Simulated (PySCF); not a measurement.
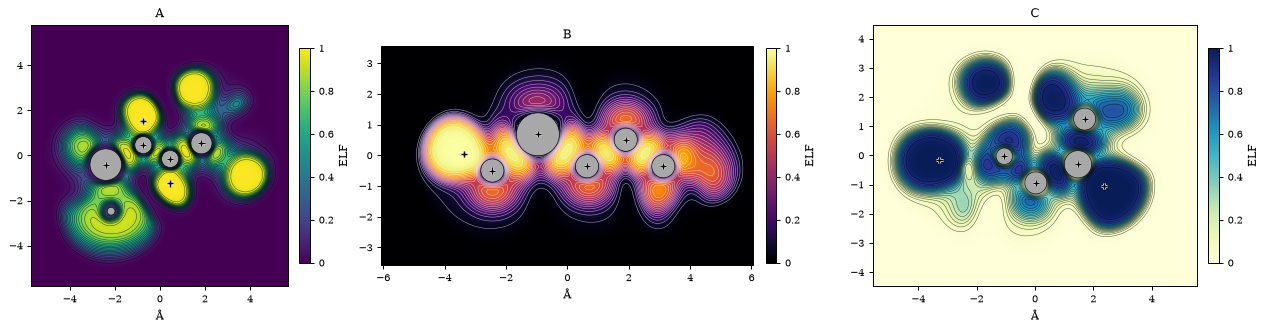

The electron localisation function of 3 systems, each on a plane through atoms (crosses mark nuclei in the plane; grey discs cover the cores).

Level of theory: PBE0/pcSseg-1, SCF density, gas phase, non-relativistic (PySCF 2.14.0).

System 1: C$_{4}$H$_{10}$OSi (SMILES C[SiH2]CCC=O), the plane of atoms C1, Si2 and C3. Geometry: GFN2-xTB.

| atom | x (Å) | y (Å) | z (Å) |
| --- | --- | --- | --- |
| C | 2.6867 | 0.0066 | -0.6221 |
| Si | 1.2068 | -0.6506 | 0.3644 |
| C | -0.3567 | 0.2909 | -0.1928 |
| C | -1.6133 | -0.1704 | 0.5458 |
| C | -2.8100 | 0.5950 | 0.0681 |
| O | -3.5749 | 1.2059 | 0.7596 |
| H | 2.8044 | 1.0794 | -0.4977 |
| H | 3.6085 | -0.4635 | -0.2948 |
| H | 2.5773 | -0.1910 | -1.6848 |
| H | 1.4093 | -0.4383 | 1.8021 |
| H | 1.0125 | -2.0836 | 0.1030 |
| H | -0.2254 | 1.3615 | -0.0249 |
| H | -0.5104 | 0.1624 | -1.2662 |
| H | -1.7866 | -1.2299 | 0.3411 |
| H | -1.5034 | -0.0389 | 1.6228 |
| H | -2.9324 | 0.5736 | -1.0349 |

System 2: C$_{4}$H$_{13}$BSSi$_{2}$ (SMILES CB(C)/C=C/[SiH2]S[SiH3]), the plane of atoms C4, C5 and H16. Geometry: GFN2-xTB.

```csv
atom,x (Å),y (Å),z (Å)
C,-2.1911,1.5872,-0.3606
B,-1.7300,0.3093,0.4421
C,-2.6135,-0.2702,1.6123
C,-0.3910,-0.3932,0.0845
C,0.0743,-0.6220,-1.1502
Si,1.6569,-1.5500,-1.5537
S,2.9251,-1.6152,0.1947
Si,3.4506,0.4330,0.5125
H,-2.5826,1.2650,-1.3264
H,-1.3705,2.2673,-0.5813
H,-2.9809,2.1533,0.1269
H,-3.6815,-0.1665,1.4310
H,-2.4030,0.3026,2.5170
H,-2.4064,-1.3119,1.8466
H,0.2087,-0.7775,0.9071
H,-0.5177,-0.2800,-1.9918
H,1.4489,-2.9615,-1.8494
H,2.3975,-0.8695,-2.6163
H,4.3057,0.3766,1.6850
H,4.1527,0.9269,-0.6674
H,2.2387,1.2133,0.7370
```

System 3: C$_{2}$H$_{11}$B$_{2}$OP (SMILES CBCO[BH2-][PH3+]), the plane of atoms B2, C3 and O4. Geometry: GFN2-xTB.

| atom | x (Å) | y (Å) | z (Å) |
| --- | --- | --- | --- |
| C | -2.0049 | -1.0488 | 0.2444 |
| B | -1.8985 | 0.4337 | -0.2523 |
| C | -0.5709 | 1.2750 | -0.1126 |
| O | 0.5006 | 0.6348 | 0.5513 |
| B | 1.8817 | 1.0099 | 0.2980 |
| P | 2.0219 | -0.9381 | -0.1503 |
| H | -2.6108 | -1.6772 | -0.4061 |
| H | -2.5068 | -1.0468 | 1.2137 |
| H | -1.0402 | -1.5298 | 0.3967 |
| H | -2.8189 | 0.9704 | -0.7411 |
| H | -0.7819 | 2.2183 | 0.4186 |
| H | -0.2507 | 1.5968 | -1.1193 |
| H | 2.1016 | 1.6756 | -0.6596 |
| H | 2.5345 | 1.2250 | 1.2617 |
| H | 1.0584 | -1.2307 | -1.0877 |
| H | 2.9230 | -1.9775 | -0.4912 |
| H | 1.4548 | -1.5784 | 0.9250 |

### Which map belongs to which system?

Panel A is system 2, C$_{4}$H$_{13}$BSSi$_{2}$: the plane holds B, C, Si and H. C–C (1.34 Å): the ELF peaks at about 0.95 between the atoms; a multiple bond. Panel B is system 1, C$_{4}$H$_{10}$OSi: the plane holds C, Si and H. C–C (1.50 Å): the ELF peaks at about 0.95 between the atoms (a shared electron pair). Panel C is system 3, C$_{2}$H$_{11}$B$_{2}$OP: the plane holds C, B, O and H. C–O (1.41 Å): the ELF peaks at about 0.90 between the atoms; a polar covalent bond.
